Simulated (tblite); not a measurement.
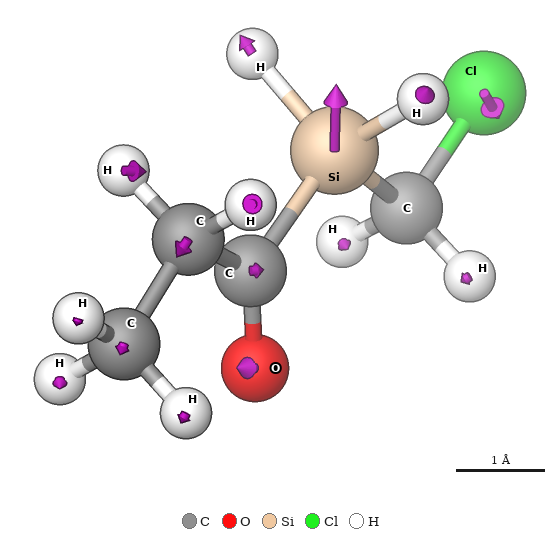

This is a relaxation of C4H9ClOSi. The starting structure is drawn; purple arrows show the displacements, 10 times their true length. The two geometries are superimposed by the best rigid fit.

A ball-and-stick model, seen from a free direction.

Level of theory: GFN2-xTB geometry optimisation, gas phase in tblite 0.8.0. 

### Which element moves most?

Silicon: up to 0.085 Å, against 0.056 Å for chlorine.

### What happened in the run?

The energy falls by 0.115 eV in 32 geometry steps. The atom that moves furthest after the best rigid fit is the Si atom (0.085 Å). Largest moves by element: Si 0.085 Å, Cl 0.056 Å, O 0.034 Å, H 0.032 Å, C 0.027 Å. Near-neighbour distances that change, for instance: C–Si 1.848 → 1.904 Å, H–Si 1.494 → 1.464 Å, C–Si 1.904 → 1.932 Å, C–O 1.223 → 1.209 Å. Bond angles that change, for instance: H–Si–H 105.9° → 110.8°, O–C–Si 116.0° → 120.7°, C–Si–C 110.7° → 106.3°. Cost: 0.36 s on 1 thread of Arm Neoverse N1, with other jobs on the host.
